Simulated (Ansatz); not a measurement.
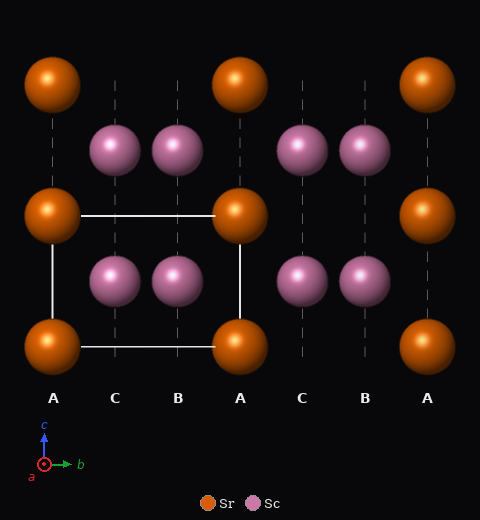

Projection along an edge of the hexagonal mesh, stacking direction c upwards. The dashed lines mark the three columns A (0, 0), B (1/3, 2/3) and C (2/3, 1/3). The sequence starts with the first layer at or above the cell's origin.

SrSc2 (space group P6/mmm, No. 191): the end point of a relaxation with DFT PBE, scalar-relativistic, plane waves, PAW (Ansatz 0.2.0); the starting structure was generated, so it need not be a known form of this composition.

### List the layers of one repeat.

Sr(A) – Sc(B)+Sc(C) (two layers in 3.43 Å).

Heights of the layers:

| layer | atoms (column) | height (Å) | to next (Å) |
| --- | --- | --- | --- |
| 1 | Sr(A) | 0.00 | 1.72 |
| 2 | Sc(B)+Sc(C) | 1.72 | 1.72 |
